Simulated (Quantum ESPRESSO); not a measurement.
# Voltage at the next charge: Mo(110), 4 layers, one monolayer of Na on longbridge sites against an electrode

**Set-up.** Quantum ESPRESSO 7.5, PBE, GBRV ultrasoft; ESM with bc3, a metal electrode 7.01 Å above the top atoms; cell area 7.016 Å²; ions fixed. V is the potential energy of an electron at the electrode over the slab's Fermi level, divided by e, so that it equals the work function at zero charge; positive charge removes electrons.

```tsv
charge (e a cell)	V (V)
0	3.545
0.0105	4.785
0.021	6.061
```

One more run was made and is withheld. What is V at a charge of 0.0421 e, and what capacitance do the rows imply?

**Fit.** The last two rows give dV/dq = (6.061 − 4.785)/(0.021 − 0.0105) = 121.5 V/e, so C = 1602/(7.016 × 121.5) = 1.88 µF/cm², an effective gap of 8.854/1.88 = 4.71 Å. At constant C, V = 6.061 + 121.5 × 0.0211 = 8.63 V.

**The withheld run.** V = 8.708 V; the estimate misses by −0.08 V, 3.1 % of the step. Over the three intervals C goes 1.93, 1.88 and 1.82 µF/cm²: it falls as electrons leave, the surface charge drawing back towards the atoms.

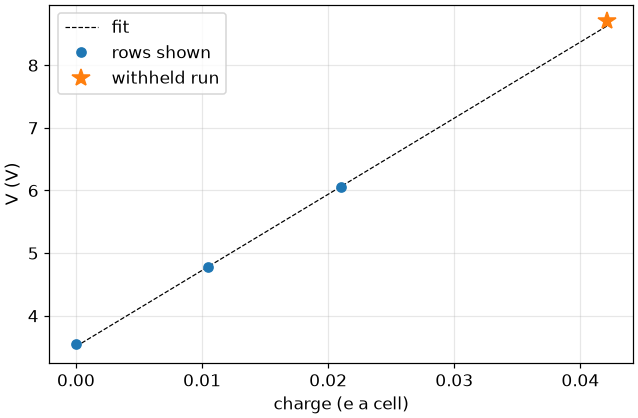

The rows shown, the fit and the withheld run.

Caveats: Vacuum fills the gap; a dielectric or electrolyte would change C. The slab is thin.

[Logs are printed without paths, hosts, clocks, repeated set-up lines and the standing remarks that a program may print on its own settings, such as how far it seeks lower states.]
